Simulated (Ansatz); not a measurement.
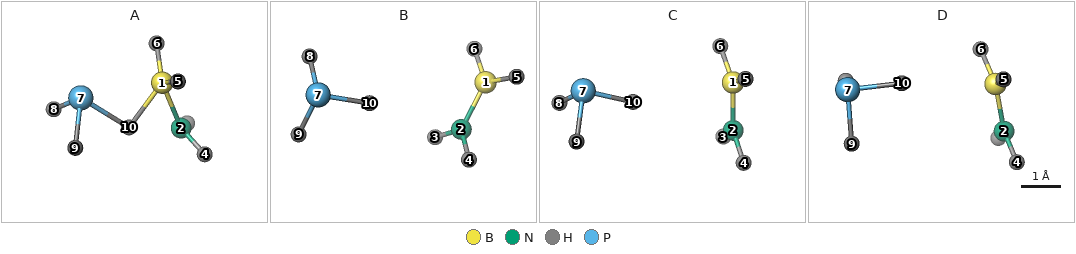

4 geometries from a converged minimum-energy path of BPNH₇, made up of BNH₄ and PH3, shuffled. Style: ball-and-stick. Shown at a tilt.

These are results of Ansatz, RKS PBE/6-31G*, not measurements. Settings: 7 movable images; climbing image; force threshold 0.03 eV/Å; iteration limit 60; starting path through a guess of the saddle point.

Question: Which frame is the transition state?

Answer: A. In order along the path, whose images run from 0 to 8: B (image 0, 0.0 kcal/mol), D (image 2, +0.1 kcal/mol), C (image 3, +0.3 kcal/mol), A (image 5, +34.2 kcal/mol). Breaking: P7–H10 (1.44 → 1.72 at the top → 3.12 Å). Forming: B1–P7 (4.72 → 2.23 at the top → 1.97 Å), N2–H10 (2.86 → 1.44 at the top → 1.03 Å).

Limits of the set-up: the start holds two separate molecules, 2.8 Å apart at their closest, whose relative position is a soft coordinate and is computed without a dispersion correction.

Cost: 6 min on 1 thread of Arm Neoverse V1, with other jobs on the host, peak memory 0.12 GiB.
